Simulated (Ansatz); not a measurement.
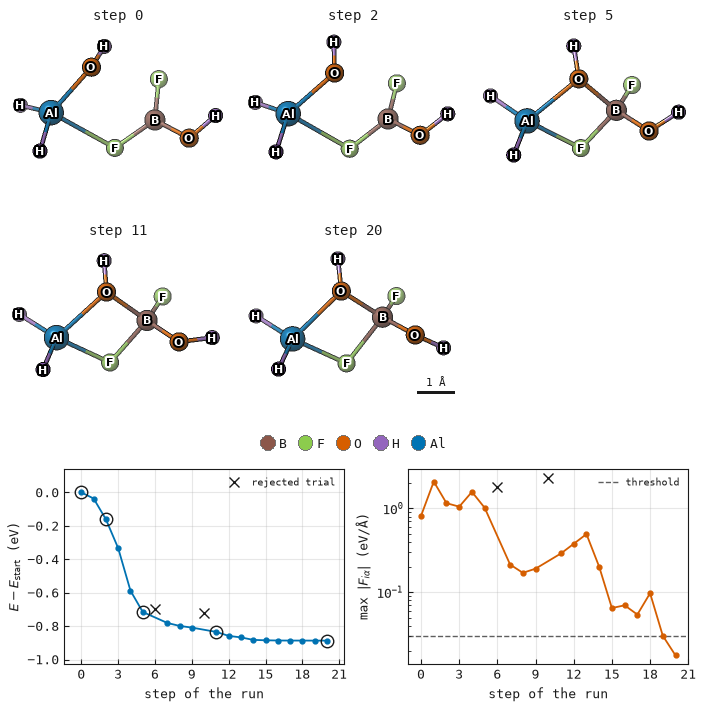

Frames of a relaxation of AlBH4O2F2, marked on the history of the run. The picture is a ball-and-stick view, seen at a tilt.

The run prepares an end point of a later path (reaction) calculation, from a guessed geometry.

All numbers below come from RKS PBE-D4/def2-SVP (Ansatz 0.2.0).

The input:
```yaml
crystal:
  periodic: [false, false, false]
  atoms:
    - { symbol: B, position_ang: [0.019564, -0.031401, 0.080834] }
    - { symbol: F, position_ang: [-0.358504, -0.943428, 0.972513] }
    - { symbol: F, position_ang: [1.209956, 0.618773, 0.322712] }
    - { symbol: O, position_ang: [-0.59122, 0.185702, -1.093204] }
    - { symbol: H, position_ang: [-1.434938, -0.296983, -1.162721] }
    - { symbol: O, position_ang: [-0.784936, 1.506824, 2.012425] }
    - { symbol: Al, position_ang: [0.86863, 2.103628, 1.968648] }
    - { symbol: H, position_ang: [1.943819, 1.494523, 2.984295] }
    - { symbol: H, position_ang: [1.03511, 3.461994, 1.15484] }
    - { symbol: H, position_ang: [-0.90698, 0.585969, 2.350956] }
basis:
  gaussian: { orbitals: def2-SVP }
hamiltonian:
  xc: pbe
  dispersion: d4
relax:
  f_tol: 0.03
  max_steps: 50
output:
  orbitals: {}
```

Run as
```bash
ansatz run input.yaml --threads 4 --pin off --max-ram 5120MiB --backend cpu --events-out ev --progress --plain --runs-dir out
```

> What happens along the run?

After 18 accepted moves (20 points after the start) the energy has fallen by 0.887 eV. The largest force component goes from 0.82 to 0.018 eV/Å. The line search rejected the trial steps at points 6, 10 of the run. The largest move after the best rigid fit is that of O4, 0.68 Å. Largest moves by element: O 0.68 Å, B 0.60 Å, H 0.56 Å, Al 0.39 Å, F 0.22 Å. Some distances before and after: B1–O6 2.597 → 1.508 Å, F3–Al7 2.243 → 1.828 Å, B1–F3 1.378 → 1.701 Å, O6–Al7 1.759 → 1.931 Å. New bonds form, among them: B1–O6 (2.60 → 1.51 Å). Bond angles that change, for instance: F3–Al7–H8 96.4° → 112.4°, B1–F3–Al7 108.0° → 94.1°, F2–B1–F3 116.8° → 103.7°. Groups turn about O6–Al7 by about 45°. From step 0 to 2: O6 moves most (0.29 Å), energy −0.161 eV. From step 2 to 5: O6 moves most (0.38 Å), energy −0.554 eV. From step 5 to 11: H5 moves most (0.38 Å), energy −0.120 eV. From step 11 to 20: H5 moves most (0.31 Å), energy −0.052 eV.
